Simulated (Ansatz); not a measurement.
BFH$_{5}$Si$_{2}$ (charge +1)

```xyz
9

B    -0.3256    1.0804    1.9344
F     0.6337    3.8968    1.2384
Si   -0.5118    2.7870    1.1198
Si    0.8576    0.8963    3.4465
H    -1.4429    3.1727    0.0369
H    -1.3577    0.4622    1.8925
H     0.3715    0.9669    0.8859
H     0.4393    0.3479    4.7590
H     2.2852    1.3003    3.4319
```

Geometry: B3LYP-D3(BJ)/def2-SVP.

All numbers below come from isolated molecule in a Gaussian basis; Kohn-Sham density functional theory, functional PBE0 in Ansatz 0.2.0.

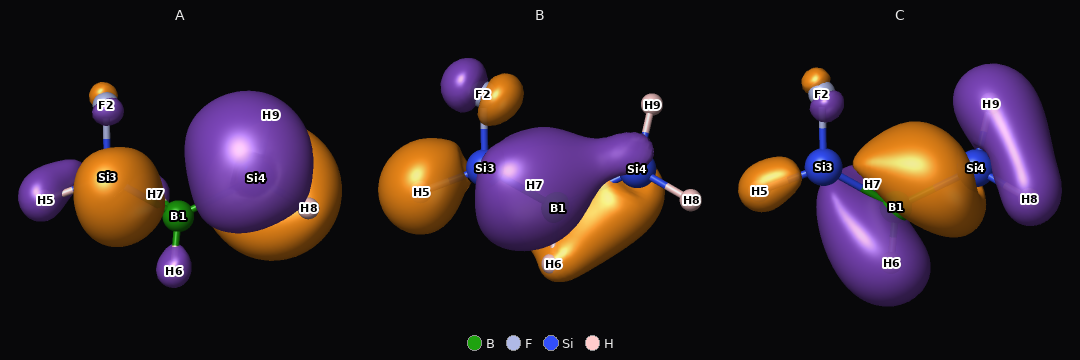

Figure 1. Three frontier orbitals at ±0.08 Å⁻³ᐟ² (orange and purple are the two phases), in no order.

Question: Which picture is the HOMO−1, the HOMO and the LUMO?

Answer: C is the HOMO−1 (−14.43 eV). Its weight (Hirshfeld) is mainly on B1 (about 30 %), Si4 (about 30 %), H6 (about 10 %) and H9 (about 10 %). B is the HOMO (−13.70 eV). By Hirshfeld shares it lies mainly on B1 (about 30 %), Si3 (about 30 %), Si4 (about 15 %), H5 (about 10 %) and H7 (about 10 %). A is the LUMO (−8.37 eV). It lies mainly on Si4 (about 65 %) and Si3 (about 15 %).

Question: What is the HOMO–LUMO gap?

Answer: 5.33 eV between the orbital energies.

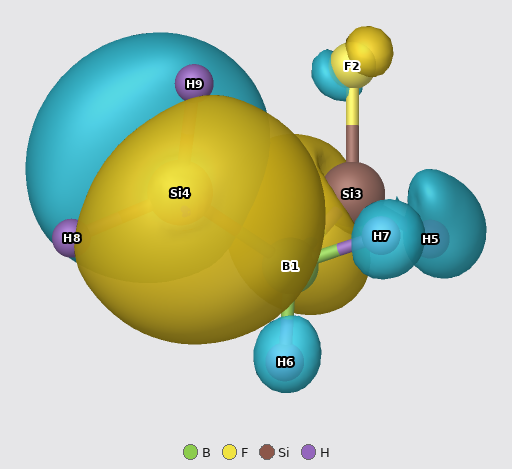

Figure 2. The LUMO at ±0.08 Å⁻³ᐟ² (yellow and cyan are the two phases), seen at an oblique angle.

Question: What is the character of this orbital?

Answer: By Hirshfeld shares it lies mainly on Si4 (about 65 %) and Si3 (about 15 %). Its energy is −8.37 eV.
